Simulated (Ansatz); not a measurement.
# Calculations on C18Se

### Relaxation

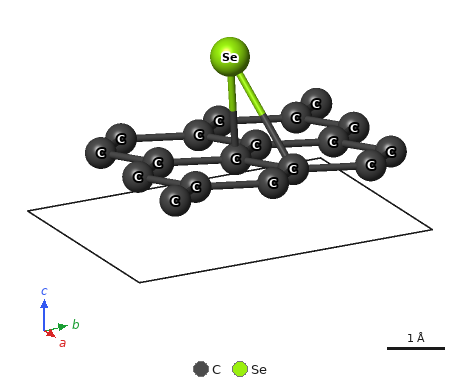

This is the input geometry for a relaxation of a slab of composition C₁₈Se. The picture is a ball-and-stick view of the cell of the calculation, outlined in the plane, without the vacuum (origin shifted), seen slightly off an axis.

It is Se on graphene monolayer, set down by a guess. The run prepares an end point of a later path (adatom hop) calculation, from a guessed geometry.

Method: DFT PBEsol, scalar-relativistic, plane waves, PAW (Ansatz 0.2.0).

Input
```yaml
crystal:
  lattice:
    - [7.398, 0.0, 0.0]
    - [-3.699, 6.406856, 0.0]
    - [0.0, 0.0, 11.0]
  atoms:
    - { symbol: C, position: [0.0, 0.0, 0.0909091] }
    - { symbol: C, position: [0.2222222, 0.1111111, 0.0909091] }
    - { symbol: C, position: [0.0, 0.3333333, 0.0909091] }
    - { symbol: C, position: [0.2222222, 0.4444444, 0.0909091] }
    - { symbol: C, position: [0.0, 0.6666667, 0.0909091] }
    - { symbol: C, position: [0.2222222, 0.7777778, 0.0909091] }
    - { symbol: C, position: [0.3333333, 0.0, 0.0909091] }
    - { symbol: C, position: [0.5555556, 0.1111111, 0.0909091] }
    - { symbol: C, position: [0.3333333, 0.3333333, 0.0909091] }
    - { symbol: C, position: [0.5555556, 0.4444444, 0.0909091] }
    - { symbol: C, position: [0.3333333, 0.6666667, 0.0909091] }
    - { symbol: C, position: [0.5555556, 0.7777778, 0.0909091] }
    - { symbol: C, position: [0.6666667, 0.0, 0.0909091] }
    - { symbol: C, position: [0.8888889, 0.1111111, 0.0909091] }
    - { symbol: C, position: [0.6666667, 0.3333333, 0.0909091] }
    - { symbol: C, position: [0.8888889, 0.4444444, 0.0909091] }
    - { symbol: C, position: [0.6666667, 0.6666667, 0.0909091] }
    - { symbol: C, position: [0.8888889, 0.7777778, 0.0909091] }
    - { symbol: Se, position: [0.048417, 0.2950149, 0.2672727] }
basis:
  ecutwfc: 420.0
kpoints:
  mp_grid: { grid: [2, 2, 1] }
hamiltonian:
  xc: pbesol
scf:
  occupations: { method: gaussian, width: 0.02 }
  lower_state_search: "off"
relax:
  f_tol: 0.03
  max_steps: 60
  adjacent_minimum: "off"
```

Launched with:
```bash
ansatz run input.yaml --threads 1 --pin off --max-ram 3072MiB --backend cpu --events-out ev --progress --plain --runs-dir out
```

**Where does the relaxation end?**

The atom that moves furthest relative to the layer's centre is Se19 (0.64 Å at 66° to the normal (+c side)). Largest moves by element: Se 0.64 Å, C 0.24 Å. The cell stays as it was. Near-neighbour distances that change, for instance: C14–Se19 2.324 → 2.907 Å, C4–Se19 2.284 → 2.098 Å, C3–Se19 2.018 → 2.099 Å, C3–C4 1.424 → 1.471 Å. Among the angles between lasting bonds that change: C14–C3–Se19 83.0° → 108.3°, C9–C4–Se19 93.9° → 108.3°, C4–C3–Se19 81.2° → 69.5°. The energy falls by 1.063 eV per cell of the calculation in 8 accepted moves (9 points after the start). Largest force component: 3 eV/Å at the start, 0.017 eV/Å at the end. The line search rejected the trial step at point 7 of the run.

The structure at the end:

```xyz
19
Lattice="7.3980 0.0000 0.0000 -3.6990 6.4069 0.0000 0.0000 0.0000 11.0000" Properties=species:S:1:pos:R:3 pbc="T T T"
C     3.6812    6.3734    0.9303
C     1.2342    0.6893    0.9307
C     6.1384    2.0922    1.2371
C     0.0142    2.8275    1.2375
C     4.9184    4.2305    0.9320
C    -1.2276    4.9534    0.9325
C    -1.2300    6.3805    0.9053
C     3.6927    0.6801    0.9465
C     1.2456    2.0842    1.0068
C     2.4656    2.8117    0.9513
C    -0.0137    4.2660    1.0081
C     1.2257    4.9588    0.9512
C     1.2275    6.3681    0.9503
C     6.1665    0.6540    1.0066
C     3.6869    2.1086    0.9508
C     4.9068    2.8355    1.0075
C     2.4600    4.2398    0.9474
C     3.6836    4.9462    0.9051
Se   -0.6211    2.4587    3.2028
```

The end point in the same view:

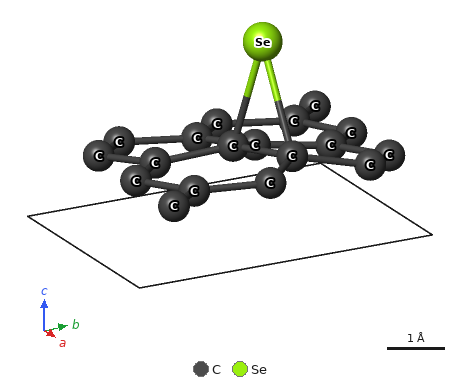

Limits of the set-up: the periodic images lie only 7.4 Å apart, so the values are limited by the cell's size.

### Relaxation

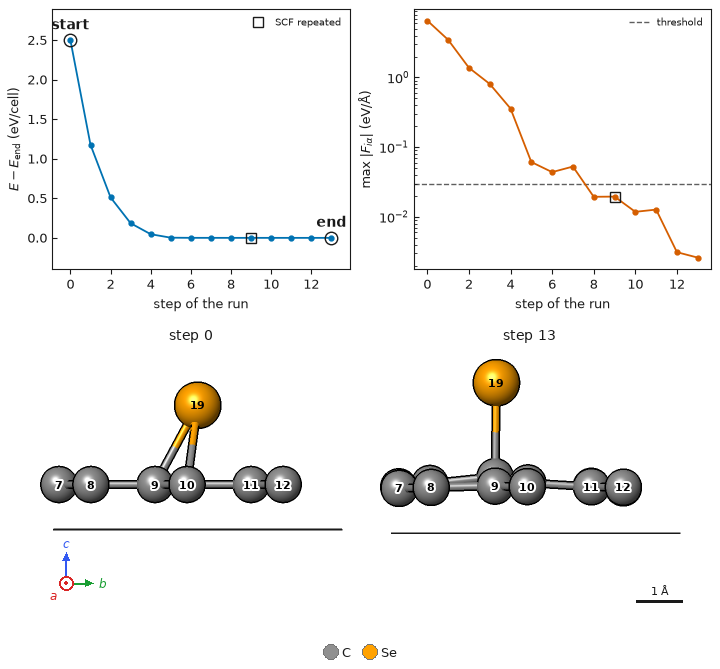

First and last geometry of a relaxation of a slab of composition C$_{18}$Se, with the history of the run. A ball-and-stick model of the cell of the calculation, outlined in the plane, without the vacuum (origin shifted), seen along the a axis.

It is Se on graphene monolayer, set down by a guess. The run prepares an end point of a later path (adatom hop) calculation, from a guessed geometry.

Level of theory: Ansatz, DFT PBEsol, scalar-relativistic, plane waves, PAW. Set-up: plane-wave cutoff 420 eV; k-point mesh 2 × 2 × 1; occupations gaussian; smearing width 0.02 eV; no spin polarisation; atoms relaxed in a fixed cell; force threshold 0.03 eV/Å; at most 60 steps.

**What do the curves and the structures tell?**

It converged. The energy falls by 2.497 eV per cell of the calculation in 12 accepted moves (13 points after the start). Largest force component: 6.6 eV/Å at the start, 0.0026 eV/Å at the end. 1 step only repeated the SCF at the same geometry. The largest move relative to the layer's centre is that of the Se atom, 1.01 Å at 60° to the normal (+c side). Largest moves by element: Se 1.01 Å, C 0.18 Å. The cell stays as it was. Near-neighbour distances that change, for instance: C–Se 2.589 → 3.661 Å, C–Se 2.455 → 3.366 Å, C–Se 2.162 → 2.648 Å, C–Se 2.000 → 2.087 Å. Bond angles that change, for instance: C–C–Se 118.3° → 96.8°, C–C–Se 76.3° → 95.1°. Cost: 68 s on 1 thread of Arm Neoverse V1, with other jobs on the host, peak memory 0.62 GiB.

```json
{"step": "0", "E − E(0), meV/atom": "0.00", "largest force component, eV/Å": "6.5512", "note": ""}
{"step": "1", "E − E(0), meV/atom": "-69.50", "largest force component, eV/Å": "3.4756", "note": ""}
{"step": "2", "E − E(0), meV/atom": "-104.52", "largest force component, eV/Å": "1.3794", "note": ""}
{"step": "3", "E − E(0), meV/atom": "-121.69", "largest force component, eV/Å": "0.8085", "note": ""}
{"step": "4", "E − E(0), meV/atom": "-128.99", "largest force component, eV/Å": "0.3585", "note": ""}
{"step": "5", "E − E(0), meV/atom": "-131.30", "largest force component, eV/Å": "0.0612", "note": ""}
{"step": "6", "E − E(0), meV/atom": "-131.40", "largest force component, eV/Å": "0.0438", "note": ""}
{"step": "7", "E − E(0), meV/atom": "-131.41", "largest force component, eV/Å": "0.0527", "note": ""}
{"step": "8", "E − E(0), meV/atom": "-131.42", "largest force component, eV/Å": "0.0194", "note": ""}
{"step": "9", "E − E(0), meV/atom": "-131.42", "largest force component, eV/Å": "0.0195", "note": "same geometry, SCF repeated"}
{"step": "10", "E − E(0), meV/atom": "-131.42", "largest force component, eV/Å": "0.0118", "note": ""}
{"step": "11", "E − E(0), meV/atom": "-131.42", "largest force component, eV/Å": "0.0127", "note": ""}
{"step": "12", "E − E(0), meV/atom": "-131.42", "largest force component, eV/Å": "0.0031", "note": ""}
{"step": "13", "E − E(0), meV/atom": "-131.42", "largest force component, eV/Å": "0.0026", "note": ""}
```

Limits of the set-up: the periodic images lie only 7.4 Å apart, so the values are limited by the cell's size.

### Path

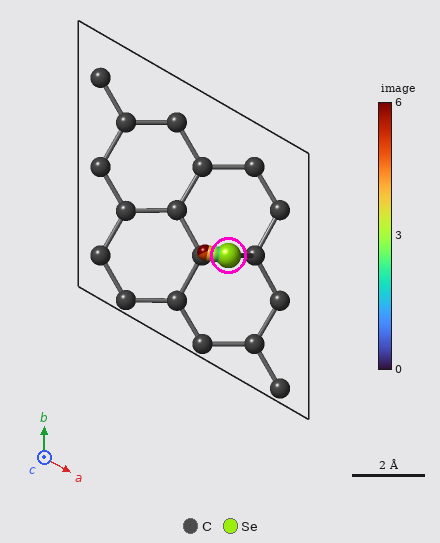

NEB run on Se on graphene monolayer (19 atoms in the cell). Images are numbered from 0 (start) to 6 (end). The start is drawn whole; smaller spheres mark the moving atoms (Se) in the later images, joined by lines and coloured by the number of the image. Style: ball-and-stick. Shown: the simulation cell, with the vacuum cut short (origin moved), along the c axis. The moving atom is ringed, with any periodic copies. Bonds to atoms that aren't drawn are left out.

These are results of Ansatz, DFT PBEsol, scalar-relativistic, plane waves, PAW, not measurements. Settings: plane-wave cutoff 420 eV; k-point mesh 2 × 2 × 1; Gaussian smearing 0.02 eV; 5 movable images; climbing image; force threshold 0.03 eV/Å; iteration limit 48; spring constant 2.0 eV/Å²; starting path by image-dependent pair potential.

### Describe the path and its energy.

The Se atom travels furthest, 0.66 Å from end to end, on a straight line. No barrier shows: the energy is highest at the end, and the end lies 0.233 eV above the start. The band converged in 7 iterations. The largest component of the band force went from 0.5 to 0.025 eV/Å.

Limits of the set-up: the periodic images lie only 7.4 Å apart, so the values are limited by the cell's size.
